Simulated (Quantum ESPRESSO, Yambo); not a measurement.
# A GW chain in Yambo: PbO (P4/nmm), part 3 of 3

Wanted: ground state, empty states, screening and self-energy for PbO (P4/nmm).

Quantum ESPRESSO 7.5 and Yambo 5.3.0; PBE and many-body steps on it, plane waves. Known limits of the many-body steps: not at the basis limit; no spin-orbit coupling; coarse k mesh.

So far. Step 3 (Bands along the symmetry lines): The gap is 1.139 eV, −0.001 eV from the run before at this level. Step 4 (Empty states on the mesh, 4×4×2 mesh, 145 bands): On this mesh the gap is 1.140 eV.

The database entry behind the starting cell differs from later determinations by our own check (c about 1 % long), so it need not match the best structure at ambient conditions.

### 6. Screening and self-energy, 4×4×2 mesh, 145 bands, screening to 149.7 eV

G0W0 replaces the xc potential by the self-energy, built once from these orbitals. Only a window of levels is corrected, while the sums run over the empty bands that the input names.

This step: G0W0 on PBE, plane waves, norm-conserving pseudopotentials.

File gw1.in:

```
HF_and_locXC
gw0
dyson
ppa
em1d
rim_cut
RandQpts= 1000000
RandGvec= 1 RL
EXXRLvcs= 76 Ry
VXCRLvcs= 304 Ry
Chimod= "HARTREE"
% BndsRnXp
 1 | 145 |
%
NGsBlkXp= 11 Ry
% LongDrXp
 1 | 1 | 1 |
%
% GbndRnge
 1 | 145 |
%
DysSolver= "n"
ExtendOut
PPAPntXp= 27.21138 eV
% QPkrange
 1 | 1 | 27 | 30 |
 11 | 11 | 27 | 30 |
%
```

Launch:

```bash
OMP_NUM_THREADS=1 mpirun -n 4 yambo -F gw1.in -J gw1 -C gw1 > gw1.log
```

The log of the run:

```text
 Yambo, version 5.3.0

 [02] CORE Variables Setup
 =========================

  [... cell, symmetries and grids as in the set-up ...]

  [02.05] Energies & Occupations
  ==============================

  [X] === General ===
  [X] Electronic Temperature                        :  0.000000  0.000000 [eV K]
  [X] Bosonic    Temperature                        :  0.000000  0.000000 [eV K]
  [X] Finite Temperature mode                       : no
  [X] El. density                                   :  0.70435E+24 [cm-3]
  [X] Fermi Level                                   :  10.49034 [eV]

  [X] === Gaps and Widths ===
  [X] Conduction Band Min                           :  1.140379 [eV]
  [X] Valence Band Max                              :  0.000000 [eV]
  [X] Filled Bands                                  :  28
  [X] Empty Bands                                   :   29  145
  [X] Direct Gap                                    :  2.139783 [eV]
  [X] Direct Gap localized at k                     :  11
  [X] Indirect Gap                                  :  1.140379 [eV]
  [X] Indirect Gap between kpts                     :   1  11
  [X] Last valence band width                       :  1.733881 [eV]
  [X] 1st conduction band width                     :  2.397823 [eV]

 [03] Transferred momenta grid and indexing
 ==========================================

 IBZ Q-points                                      :  12
 BZ  Q-points                                      :   32

 K/Q-points units:
 rlu = crystal or reduced units; cc = cartesian coordinates; iku = interal k-units

 Q [ 1]         [rlu]:  0.000000  0.000000  0.000000
 Q [ 2]         [rlu]:  0.000000  0.000000 -0.500000
 Q [ 3]         [rlu]:  0.000000  0.250000  0.000000
 Q [ 4]         [rlu]:  0.000000  0.250000 -0.500000
 Q [ 5]         [rlu]:  0.000000 -0.500000  0.000000
 Q [ 6]         [rlu]:  0.000000 -0.500000 -0.500000
 Q [ 7]         [rlu]:  0.250000  0.250000  0.000000
 Q [ 8]         [rlu]:  0.250000  0.250000 -0.500000
 Q [ 9]         [rlu]:  0.250000 -0.500000  0.000000
 Q [10]         [rlu]:  0.250000 -0.500000 -0.500000
 Q [11]         [rlu]: -0.500000 -0.500000  0.000000
 Q [12]         [rlu]: -0.500000 -0.500000 -0.500000

 [04] Coloumb potential Random Integration (RIM)
 ===============================================

  [04.01] RIM initialization
  ==========================

  * Diagonal components only detected *

  8 x (sBL volume)        :  0.115581 [a.u.]
  sBZ random points       :  1000000
  Points outside the sBZ  :   7992674
  RL volume               :  0.462322 [a.u.]
  Integrated volume       :  0.462746 [a.u.]

  [04.02] RIM integrals
  =====================

  Gamma point sphere radius             :  0.088358 [a.u.]
  Points outside the sphere             :   799859
  [Int_sBZ(q=0) 1/q^2]*(Vol_sBZ)^(-1/3) =:  7.508321
                                 should be <:  7.795600

  Summary of Coulomb integrals for non-metallic bands |Q|[au] RIM/Bare

  Q [1] 0.100000E-4 0.963149 * Q [3] 0.209906 0.939180
  Q [7] 0.296853 0.985912 * Q [2] 0.327901 1.190425
  Q [4] 0.389333 1.098551 * Q [5] 0.419813 0.988250
  Q [8] 0.442313 1.058096 * Q [9] 0.469365 0.992508
  Q [6] 0.532693 1.023701 * Q [10] 0.572558 1.017510
  Q [11] 0.593705 0.996346 * Q [12] 0.678237 1.008321

 [05] Dipoles
 ============

  [05.01] Setup: observables and procedures
  =========================================

  [WARNING] [x,Vnl] slows the Dipoles computation. To neglect it rename the ns.kb_pp file

 [06] Dynamic Dielectric Matrix (PPA)
 ====================================

 [WR./gw1//ndb.pp]---------------------------------------------------------------
  Brillouin Zone Q/K grids (IBZ/BZ)                :   12   32   12   32
  RL vectors                                       :   7421 [WF]
  Coulomb cutoff potential                         : none
  Electronic Temperature                           :  0.000000 [K]
  Bosonic    Temperature                           :  0.000000 [K]
  PPA    diel. fun.  energies                      : Perdew, Burke & Ernzerhof(X)+Perdew, Burke & Ernzerhof(C)
  wavefunctions                                    : Perdew, Burke & Ernzerhof(X)+Perdew, Burke & Ernzerhof(C)
  Global Gauge                                     : length
  X matrix size                                    :   347
  X band range                                     :    1  145
  X e/h energy range                               : -1.000000 -1.000000 [eV]
  X Time ordering                                  : R
  X Hxc Kernel                                     : HARTREE
  X Drude frequency                                :  0.000000  0.000000
  X poles                                          :  100.0000 [o/o]
  RL vectors in the sum                            :   7421
  [r,Vnl] included                                 : yes
  Field direction                                  :  0.577350E-5  0.577350E-5  0.577350E-5
  BZ energy Double Grid                            : no
  BZ energy DbGd points                            : 0
  BZ Q point size factor                           : -1.000000
  X Optical Averaged directions                    : none

 [07] Local Exchange-Correlation + Non-Local Fock
 ================================================

 [VXC] Plane waves :   48109
 [EXS] Plane waves :   6039

 QP @ state[ 1 ] K range:  1  1
 QP @ state[ 1 ] b range:  27  30
 QP @ state[ 2 ] K range:  11  11
 QP @ state[ 2 ] b range:  27  30

 [xc] Functional : Perdew, Burke & Ernzerhof(X)+Perdew, Burke & Ernzerhof(C)
 [xc] LIBXC used to calculate xc functional
  PP Number of Atomic Species                      :  2
  NLCC RL compoments                               :   48109
  PP Number of Atomic Species                      :  2
  NLCC RL compoments                               :   48109

 [xc] E_xc :  -38.90205 [Ha]
      E_xc :  -77.80410 [Ry]

  Local XC kind (lXC) : Perdew, Burke & Ernzerhof(X)+Perdew, Burke & Ernzerhof(C)
  Non-Local XC kind (nlXC) : Hartree-Fock

  Corrections @ K [1] :  [eV]
 <27|nlXC|27> = -24.38335 -0.11372E-16 <27|lXC|27> = -19.64462 -0.18882E-15
 <28|nlXC|28> = -20.42666  0.18101E-16 <28|lXC|28> = -18.04757  0.000000
 <29|nlXC|29> = -8.474781  0.20639E-17 <29|lXC|29> = -12.42383  0.000000
 <30|nlXC|30> = -6.816510 -0.91485E-18 <30|lXC|30> = -11.34140 -0.18882E-15

  Corrections @ K [11] :  [eV]
 <27|nlXC|27> = -24.98336  0.88499E-17 <27|lXC|27> = -20.40860  0.11329E-14
 <28|nlXC|28> = -24.98355  0.61862E-17 <28|lXC|28> = -20.40860  0.18882E-15
 <29|nlXC|29> = -6.808481 -0.18865E-17 <29|lXC|29> = -10.08600 -0.94408E-16
 <30|nlXC|30> = -6.808487 -0.62993E-17 <30|lXC|30> = -10.08601  0.59005E-16

 [08] Dyson equation: Newton solver
 ==================================

  [08.01] G0W0 (W PPA)
  ====================

  [  GW  ] Bands range     :    1  145
  [GW/PPA] G damping       :  0.100000 [eV]

  QP @ state[ 1 ] K range:  1  1
  QP @ state[ 1 ] b range:  27  30
  QP @ state[ 2 ] K range:  11  11
  QP @ state[ 2 ] b range:  27  30

   Sc/G bands                                       :    1  145
   Sc/G damping                                     :  0.100000 ev
   Sc bands terminator                              : no
   Sx RL components                                 :   6039

   QP @ state[ 1 ] K range                          :  1  1
   QP @ state[ 1 ] b range                          :  27  30
   QP @ state[ 2 ] K range                          :  11  11
   QP @ state[ 2 ] b range                          :  27  30
   GF energies kind                                 : Perdew, Burke & Ernzerhof(X)+Perdew, Burke & Ernzerhof(C)
   GF WF`s kind                                     : Perdew, Burke & Ernzerhof(X)+Perdew, Burke & Ernzerhof(C)
   Xs energies kind                                 : Perdew, Burke & Ernzerhof(X)+Perdew, Burke & Ernzerhof(C)
   Xs WF`s kind                                     : Perdew, Burke & Ernzerhof(X)+Perdew, Burke & Ernzerhof(C)

 [11] Game Over & Game summary
```

It took 4.3 min on 4 MPI ranks of Arm Neoverse V1, shared host; peak memory 2.3 GiB.

This step gave:

- G0W0 gap on the points computed: 1.214 eV
- starting gap on the mesh: 1.140 eV
- k of the valence top: 0, 0, 0
- k of the conduction bottom: -0.5, -0.5, 0
- least direct G0W0 gap on the computed points: 2.095 eV
- Z at the valence top: 0.7890
- Z at the conduction bottom: 0.8363

The gap on the mesh goes from 1.14 eV to 1.21 eV, a correction of +0.07 eV.

Limits: finite bands, cutoff and mesh; no spin-orbit coupling; coarse k mesh. v1 is the top filled band, c1 the lowest empty one. The levels before and after the correction (eV, zero at the valence-band top of each column):

|  | conduction bottom | valence top |
| --- | --- | --- |
| Kohn-Sham | 1.14 | 0.00 |
| G0W0 | 1.21 | 0.00 |

|  | level | energy (eV) |
| --- | --- | --- |
| Kohn-Sham | Γ v2 | -1.604 |
| Kohn-Sham | Γ v1 | 0.000 |
| Kohn-Sham | Γ c1 | 2.410 |
| Kohn-Sham | Γ c2 | 5.517 |
| Kohn-Sham | (-0.5 -0.5 0) v2-v1 | -0.999 |
| Kohn-Sham | (-0.5 -0.5 0) c1-c2 | 1.140 |
| G0W0 | Γ v2 | -1.605 |
| G0W0 | Γ v1 | 0.000 |
| G0W0 | Γ c1 | 2.822 |
| G0W0 | Γ c2 | 5.958 |
| G0W0 | (-0.5 -0.5 0) v2-v1 | -0.881 |
| G0W0 | (-0.5 -0.5 0) c1-c2 | 1.215 |

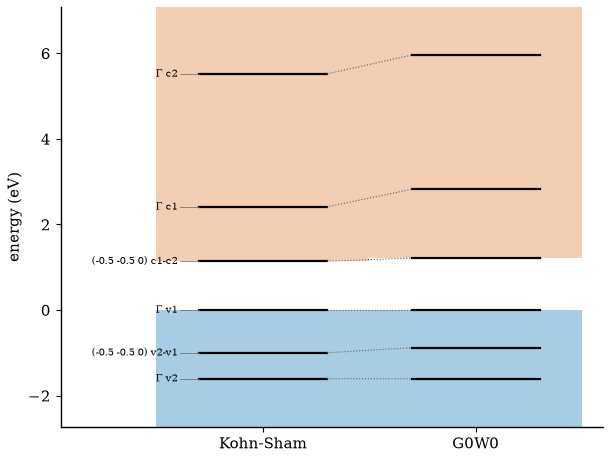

Levels before and after the correction. Shaded: valence and conduction bands.

### 7. Where the time went

Times are wall times on the hardware named with each run, good to a factor of about two.

| step | time | share | memory (GiB) |
| --- | --- | --- | --- |
| ground state | 34 s | 10 % | 0.42 |
| bands along the symmetry lines | 15 s | 5 % | 0.31 |
| empty states on the mesh | 25 s | 8 % | 0.52 |
| conversion and set-up | 2.6 s | 1 % | 0.24 |
| screening and self-energy | 4.3 min | 77 % | 2.3 |

### 8. Outcome

```json
{
  "PBE gap": "1.14 eV, indirect",
  "G0W0 gap on the mesh": "1.21 eV",
  "GW settings": "4×4×2 mesh, 145 bands, screening to 149.7 eV, Godby-Needs plasmon pole",
  "known limits": "not at the basis limit; no spin-orbit coupling; coarse k mesh"
}
```

What this shows: G0W0 moves the gap on the mesh from 1.14 eV to 1.21 eV (+0.07 eV), with Z of 0.79 and 0.84 at the edges. Only 2 of the mesh's irreducible points were corrected, so a valley elsewhere could overtake. The dearest step here is «screening and self-energy». Bands and cutoff are finite, so the gap is not at the basis limit. The miss can reach some tenths of an eV and take either sign; the mesh is an error of its own. In the G0W0 run levels were corrected at 2 k points alone, so a gap called «on the mesh» is the least over those, and an edge elsewhere would be missed. The 4×4×2 mesh is coarse for this cell, which bears on the long-range parts of exchange and screening. Where an edge is built on 6p states of lead, bismuth or thallium, scalar-relativistic gaps usually stand too wide, by a few tenths to over one eV. The many-body steps are scalar-relativistic: spin-orbit coupling is not in them.

[Paths, hosts, dates, memory and timing lines, banners, echoed tables and standing remarks are left out of the program output.]

[Logs are printed without paths, hosts, clocks, repeated set-up lines and the standing remarks that a program may print on its own settings, such as how far it seeks lower states.]

[Runs of the session that timed out or met a known fault of the program may be left out.]

[Hosts, paths, dates, database ids (printed as entryN), source tags and the programs' standing remarks are cut or masked in the printed files.]
